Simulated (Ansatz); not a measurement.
# Geometry relaxation, with input and output: TiSiNH7ClO2F (part 1 of 2)

The run: geometry relaxation of TiSiNH7ClO2F. Method and program: RKS PBE/def2-SVP (Ansatz 0.2.0).

It belongs to a series of runs on one base structure; here: end point A relaxed.

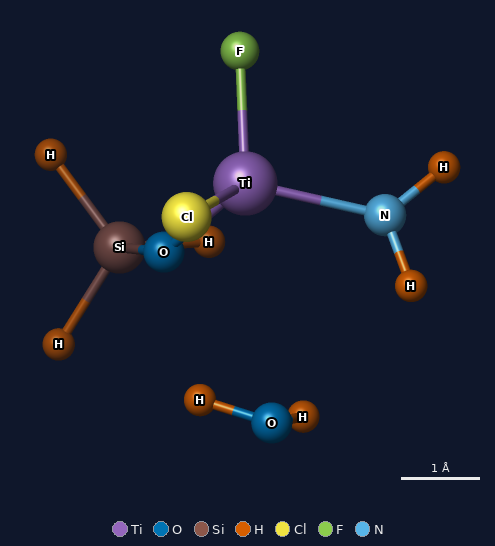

Figure 1. The starting structure (ball-and-stick view, seen at a tilt). Sticks mark near contacts.

The input:
```yaml
crystal:
  periodic: [false, false, false]
  atoms:
    - { symbol: Ti, position_ang: [-0.270808, 0.02893, 0.015091] }
    - { symbol: O, position_ang: [-0.305821, -0.291801, 1.873451] }
    - { symbol: Si, position_ang: [-1.270269, -0.279752, 3.250527] }
    - { symbol: H, position_ang: [-2.46035, -1.183479, 3.051706] }
    - { symbol: H, position_ang: [-0.463632, -0.789156, 4.41389] }
    - { symbol: H, position_ang: [-1.754725, 1.111905, 3.553425] }
    - { symbol: Cl, position_ang: [1.751534, 0.682977, -0.613787] }
    - { symbol: F, position_ang: [-1.461776, 1.257381, -0.332935] }
    - { symbol: "N", position_ang: [-0.850821, -1.438655, -0.966859] }
    - { symbol: H, position_ang: [-1.712422, -1.529254, -1.516541] }
    - { symbol: H, position_ang: [-0.219045, -2.245201, -1.081619] }
    - { symbol: O, position_ang: [1.285045, -2.5014, 0.948554] }
    - { symbol: H, position_ang: [0.436511, -2.912587, 1.205948] }
    - { symbol: H, position_ang: [1.329677, -1.754008, 1.599951] }
basis:
  gaussian: { orbitals: def2-SVP }
hamiltonian:
  xc: pbe
relax:
  f_tol: 0.03
  max_steps: 50
```

Run on 4 threads of Arm Neoverse V2, 24 GiB of memory available, shared host.

Command:
```bash
ansatz run input.yaml --threads 4 --pin off --max-ram 5120MiB --backend cpu --events-out ev --progress --plain --runs-dir out
```

The program's output:
```
The last accepted step is kept in [file] (removed where the run ends without a failure and the disk answers)
Engine: ansatz 0.2.0, aarch64-unknown-linux-gnu
Functional definition: PBE
  parameter kappa = 0.804
  parameter beta = 0.06672455060314922
  exchange = pbe_x(kappa = kappa, mu = beta*pi^2/3)
  correlation = pbe_c(beta = beta)
1783 factors; their error is unknown
mean field evaluation 1: about -51878.1780 eV, gradient 1.0e2 eV
mean field evaluation 2: about -51336.7431 eV, gradient 4.5e2 eV
mean field evaluation 4: about -51860.3136 eV, gradient 1.5e2 eV
mean field evaluation 8: about -51898.2941 eV, gradient 3.3e-1 eV
mean field -51898.29480811 eV, -1907.2271562705 hartree, gradient 1.8e-5 eV, S^2 0.000000; 0 other end points of the search recorded, 0 dependent functions left out
the calculation of the forces begins
reference -51898.29490437 eV, -1907.2271598080 hartree; 46, 46 occupied and 112, 112 virtual orbitals, 1783 factors
relax step   1: F+E_penalty+E_count = -51898.29480811 eV  Δ(F+E_penalty+E_count) = +0.000e0 eV  max|allowed force component| = 1.135e0 eV/Å  Δτ_max = 0.0000 Å  (56 SCF iters, accepted)
these checks for a lower state are left out or cut short: starts, cluster_reference, orbital_swaps, neighbouring_geometries, increment
1783 factors; their error is unknown
mean field evaluation 16: about -51898.4145 eV, gradient 2.0e-3 eV
mean field -51898.32984468 eV, -1907.2284438404 hartree, gradient 1.8e-5 eV, S^2 0.000000; 0 other end points of the search recorded, 0 dependent functions left out
[... from here on the field's lines of each further geometry are left out, up to the last ...]
relax step   2: F+E_penalty+E_count = -51898.32984468 eV  Δ(F+E_penalty+E_count) = -3.504e-2 eV  max|allowed force component| = 1.254e0 eV/Å  Δτ_max = 0.1950 Å  (40 SCF iters, accepted)
relax step   3: F+E_penalty+E_count = -51898.36271033 eV  Δ(F+E_penalty+E_count) = -3.287e-2 eV  max|allowed force component| = 1.285e0 eV/Å  Δτ_max = 0.1923 Å  (34 SCF iters, accepted)
relax step   4: F+E_penalty+E_count = -51898.38390778 eV  Δ(F+E_penalty+E_count) = -2.120e-2 eV  max|allowed force component| = 1.304e0 eV/Å  Δτ_max = 0.0680 Å  (33 SCF iters, accepted)
relax step   5: F+E_penalty+E_count = -51898.41918322 eV  Δ(F+E_penalty+E_count) = -3.528e-2 eV  max|allowed force component| = 1.484e0 eV/Å  Δτ_max = 0.1242 Å  (33 SCF iters, accepted)
relax step   6: F+E_penalty+E_count = -51898.47041014 eV  Δ(F+E_penalty+E_count) = -5.123e-2 eV  max|allowed force component| = 1.139e0 eV/Å  Δτ_max = 0.0921 Å  (33 SCF iters, accepted)
relax step   7: F+E_penalty+E_count = -51898.54702328 eV  Δ(F+E_penalty+E_count) = -7.661e-2 eV  max|allowed force component| = 4.631e-1 eV/Å  Δτ_max = 0.1934 Å  (33 SCF iters, accepted)
relax step   8: F+E_penalty+E_count = -51898.58658808 eV  Δ(F+E_penalty+E_count) = -3.956e-2 eV  max|allowed force component| = 2.811e-1 eV/Å  Δτ_max = 0.1999 Å  (33 SCF iters, accepted)
relax step   9: F+E_penalty+E_count = -51898.62322054 eV  Δ(F+E_penalty+E_count) = -3.663e-2 eV  max|allowed force component| = 8.108e-1 eV/Å  Δτ_max = 0.1949 Å  (35 SCF iters, accepted)
relax step  10: F+E_penalty+E_count = -51898.66851531 eV  Δ(F+E_penalty+E_count) = -4.529e-2 eV  max|allowed force component| = 2.846e-1 eV/Å  Δτ_max = 0.1370 Å  (32 SCF iters, accepted)
relax step  11: F+E_penalty+E_count = -51898.69845498 eV  Δ(F+E_penalty+E_count) = -2.994e-2 eV  max|allowed force component| = 2.728e-1 eV/Å  Δτ_max = 0.2000 Å  (33 SCF iters, accepted)
relax step  12: F+E_penalty+E_count = -51898.70300116 eV  Δ(F+E_penalty+E_count) = -4.546e-3 eV  max|allowed force component| = 2.453e-1 eV/Å  Δτ_max = 0.0362 Å  (33 SCF iters, accepted)
relax step  13: F+E_penalty+E_count = -51898.70737306 eV  Δ(F+E_penalty+E_count) = -4.372e-3 eV  max|allowed force component| = 1.814e-1 eV/Å  Δτ_max = 0.0901 Å  (34 SCF iters, accepted)
relax step  14: F+E_penalty+E_count = -51898.71098218 eV  Δ(F+E_penalty+E_count) = -3.609e-3 eV  max|allowed force component| = 9.131e-2 eV/Å  Δτ_max = 0.0570 Å  (33 SCF iters, accepted)
relax step  15: F+E_penalty+E_count = -51898.71070460 eV  Δ(F+E_penalty+E_count) = +2.776e-4 eV  max|allowed force component| = 1.351e-1 eV/Å  Δτ_max = 0.0449 Å  (33 SCF iters, rejected (line search))
relax step  16: F+E_penalty+E_count = -51898.71210262 eV  Δ(F+E_penalty+E_count) = -1.120e-3 eV  max|allowed force component| = 3.325e-2 eV/Å  Δτ_max = 0.0219 Å  (34 SCF iters, accepted)
the calculation of the forces begins
reference -51898.71232852 eV, -1907.2424998625 hartree; 46, 46 occupied and 112, 112 virtual orbitals, 1783 factors
relax step  17: F+E_penalty+E_count = -51898.71223118 eV  Δ(F+E_penalty+E_count) = -1.286e-4 eV  max|allowed force component| = 1.969e-2 eV/Å  Δτ_max = 0.0119 Å  (35 SCF iters, accepted)
1783 factors; their error is unknown
mean field evaluation 128: about -51898.7122 eV, gradient 1.6e-5 eV
```

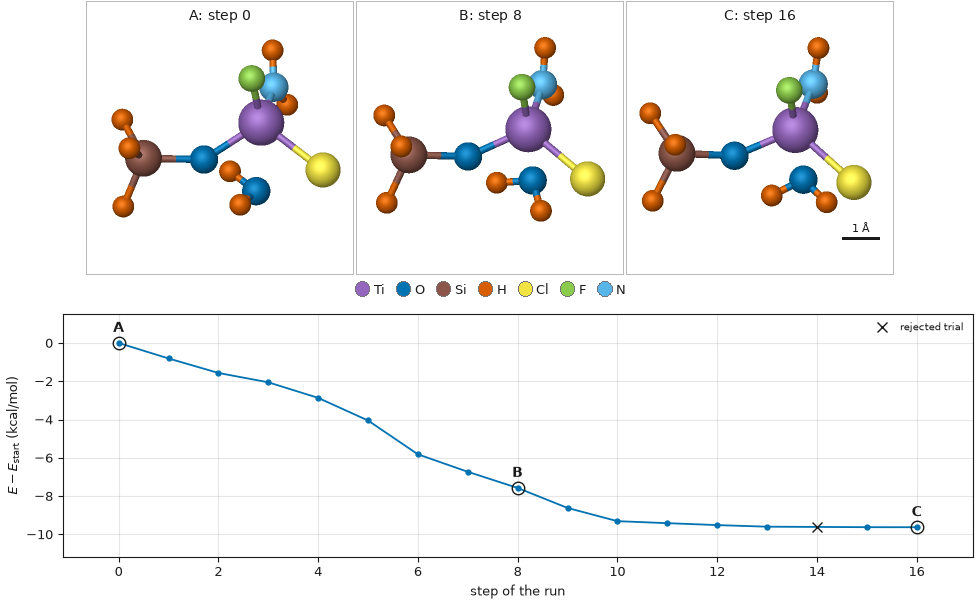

Figure 2. Frames of the relaxation (ball-and-stick view, seen at a tilt) above the curves, on which the letters mark them (the first geometry is step 0 here and step 1 in the log).

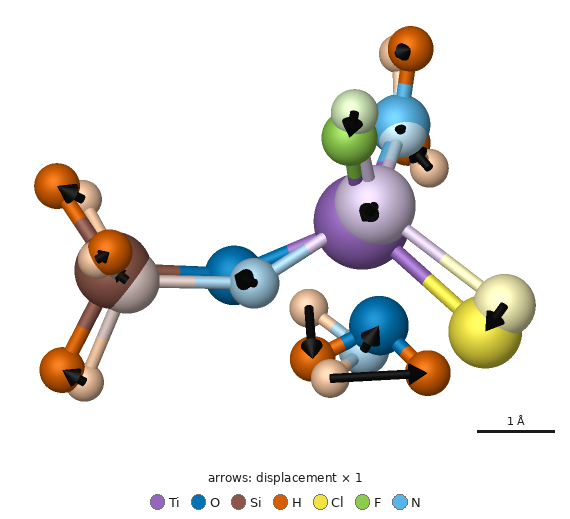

Figure 3. Start (faint) and end (solid) with the displacements as black arrows, at true length (ball-and-stick view, seen at a tilt). The two geometries are laid on each other by the best rigid fit. H14 moves most after the best rigid fit: 1.30 Å. By element the largest moves are H 1.30 Å, Cl 0.46 Å, O 0.46 Å, Ti 0.43 Å, F 0.39 Å, Si 0.23 Å. Distances before and after: Ti1–Cl7 2.217 → 2.289 Å, Ti1–O2 1.886 → 1.833 Å, O12–H14 0.992 → 0.983 Å, Ti1–N9 1.859 → 1.866 Å. Among the angles that change: Cl7–Ti1–F8 111.0° → 102.8°, F8–Ti1–N9 103.7° → 97.5°, Cl7–Ti1–N9 111.6° → 117.2°. Over 16 geometry steps the energy falls by 9.63 kcal/mol. The largest force component goes from 1.1 to 0.02 eV/Å. The line search rejected the trial step at point 14 (counted from 0) and went back. (Atoms are counted from 1 in the order of the input.)

```
mean field -51898.71223118 eV, -1907.2424962852 hartree, gradient 1.6e-5 eV, S^2 0.000000; 1 other end points of the search recorded, 0 dependent functions left out
the calculation of the forces begins
reference -51898.71232852 eV, -1907.2424998625 hartree; 46, 46 occupied and 112, 112 virtual orbitals, 1783 factors
Total energy: -51898.71232852 eV, -1907.2424998625 hartree
Atom 0 at    -0.187083    -0.328306     0.231118 Å, force    -0.001183     0.003400     0.013376 eV/Å
Atom 1 at    -0.534429    -0.669795     1.997744 Å, force    -0.000715     0.000732    -0.002237 eV/Å
Atom 2 at    -1.500771    -0.284561     3.320581 Å, force    -0.000319     0.004189    -0.008129 eV/Å
Atom 3 at    -2.805173    -1.030514     3.237952 Å, force     0.001367    -0.003095     0.002076 eV/Å
Atom 4 at    -0.778967    -0.697245     4.575141 Å, force    -0.002635     0.000055    -0.001067 eV/Å
Atom 5 at    -1.773577     1.193963     3.368229 Å, force     0.002058    -0.000105     0.001253 eV/Å
Atom 6 at     1.895868     0.506926    -0.218461 Å, force     0.004065     0.006141    -0.000672 eV/Å
Atom 7 at    -1.234200     1.032368    -0.118052 Å, force     0.000007     0.000765    -0.001983 eV/Å
Atom 8 at    -0.913985    -1.519813    -1.007633 Å, force     0.002531    -0.010554    -0.000824 eV/Å
Atom 9 at    -1.664530    -1.297947    -1.670020 Å, force    -0.002148     0.004705     0.002659 eV/Å
Atom 10 at    -0.622662    -2.501051    -1.057524 Å, force    -0.001969    -0.001896    -0.003093 eV/Å
Atom 11 at     1.140015    -2.236722     0.636692 Å, force     0.001562    -0.000778     0.019692 eV/Å
Atom 12 at     1.010217    -2.225499     1.608311 Å, force     0.000505    -0.003578    -0.015747 eV/Å
Atom 13 at     2.002375    -1.785903     0.496724 Å, force    -0.003125     0.000020    -0.005303 eV/Å
Dipole moment:    -0.080362    -0.609492     0.181295 e Å
```

Trajectory as extended XYZ (Å, eV, eV/Å), 17 frames, from step=1 to step=17:
```
14
Properties=species:S:1:pos:R:3:forces:R:3 step=1 energy=-51898.29481
Ti   -0.2708    0.0289    0.0151    0.0567  -0.3582   1.1353
O    -0.3058   -0.2918    1.8735   -0.0150   0.1998  -1.0555
Si   -1.2703   -0.2798    3.2505    0.0136   0.0035  -0.0283
H    -2.4604   -1.1835    3.0517    0.0033  -0.0008   0.0084
H    -0.4636   -0.7892    4.4139    0.0084   0.0017  -0.0073
H    -1.7547    1.1119    3.5534    0.0009  -0.0012   0.0036
Cl    1.7515    0.6830   -0.6138   -0.0139   0.0209  -0.0053
F    -1.4618    1.2574   -0.3329    0.0327  -0.0366   0.0185
N    -0.8508   -1.4387   -0.9669    0.0844  -0.0782  -0.0365
H    -1.7124   -1.5293   -1.5165    0.0314   0.0095  -0.0218
H    -0.2190   -2.2452   -1.0816   -0.0945   0.0957   0.0540
O     1.2850   -2.5014    0.9486   -0.1067   0.5603   0.2929
H     0.4365   -2.9126    1.2059    0.0310   0.0227   0.0289
H     1.3297   -1.7540    1.6000   -0.0324  -0.4389  -0.3869
14
Properties=species:S:1:pos:R:3:forces:R:3 step=2 energy=-51898.32985
Ti   -0.2535   -0.0077    0.0450    0.1696  -0.4038   0.5134
O    -0.3028   -0.3064    1.8721   -0.1344   0.1927  -0.3140
Si   -1.2686   -0.2827    3.2477    0.0030   0.0176   0.0011
H    -2.4588   -1.1872    3.0547    0.0063   0.0004   0.0028
H    -0.4605   -0.7893    4.4112    0.0096  -0.0022   0.0043
H    -1.7514    1.1100    3.5487    0.0064  -0.0063  -0.0037
Cl    1.7586    0.6666   -0.5951    0.0850   0.0621  -0.0105
F    -1.4315    1.2303   -0.3128   -0.0462   0.0135   0.0139
N    -0.8400   -1.4574   -0.9580   -0.1514  -0.0959  -0.1499
H    -1.6857   -1.5249   -1.5362    0.0610   0.0361  -0.0220
H    -0.2254   -2.2764   -1.0547   -0.0867   0.0789   0.0337
O     1.1850   -2.3756    0.8382   -0.6116   0.0465   1.2542
H     0.4395   -2.9047    1.2449    0.6573   0.4684  -0.5700
H     1.3282   -1.7386    1.5949    0.0322  -0.4081  -0.7532
14
Properties=species:S:1:pos:R:3:forces:R:3 step=3 energy=-51898.36271
Ti   -0.2355   -0.0800    0.0790    0.2448  -0.0608   0.1525
O    -0.3159   -0.3400    1.8985   -0.1066   0.0551  -0.1722
Si   -1.2892   -0.2844    3.2677   -0.0041  -0.0424   0.1075
H    -2.4818   -1.1862    3.0786    0.0001   0.0155  -0.0030
H    -0.4854   -0.7876    4.4359   -0.0050   0.0131   0.0098
H    -1.7625    1.1144    3.5549    0.0182  -0.0059  -0.0325
Cl    1.7794    0.6031   -0.5553    0.0775   0.0741  -0.0067
F    -1.3723    1.1937   -0.2935   -0.0468  -0.0363   0.0233
N    -0.8669   -1.4951   -0.9497   -0.2102  -0.1842  -0.1453
H    -1.6769   -1.5004   -1.5867    0.1779  -0.0042   0.1129
H    -0.2912   -2.3437   -1.0276   -0.0957   0.0808  -0.0912
O     1.2467   -2.3312    0.8072   -1.2849   0.0669   0.9939
H     0.3929   -2.7392    1.1588    1.1194   0.4236  -0.4921
H     1.3918   -1.6674    1.5331    0.1153  -0.3953  -0.4568
14
Properties=species:S:1:pos:R:3:forces:R:3 step=4 energy=-51898.38391
Ti   -0.2249   -0.1068    0.0862    0.2761  -0.1083   0.0035
O    -0.3170   -0.3582    1.8994   -0.1823   0.0819   0.0643
Si   -1.2921   -0.2920    3.2671    0.0022  -0.0299   0.0797
H    -2.4868   -1.1912    3.0799   -0.0011   0.0131   0.0009
H    -0.4904   -0.7925    4.4380   -0.0053   0.0112   0.0148
H    -1.7616    1.1092    3.5478    0.0178  -0.0048  -0.0283
Cl    1.7899    0.5853   -0.5457    0.1015   0.0872  -0.0167
F    -1.3506    1.1779   -0.2839   -0.0701  -0.0219   0.0169
N    -0.8802   -1.5060   -0.9530   -0.2275  -0.1513  -0.1796
H    -1.6811   -1.4861   -1.6019    0.1927  -0.0093   0.1333
H    -0.3116   -2.3572   -1.0477   -0.1091   0.0635  -0.0852
O     1.2099   -2.2797    0.7824   -1.1516   0.0688   1.3036
H     0.3929   -2.6967    1.2093    1.0917   0.4600  -0.6731
H     1.4367   -1.6500    1.5228    0.0650  -0.4602  -0.6341
```
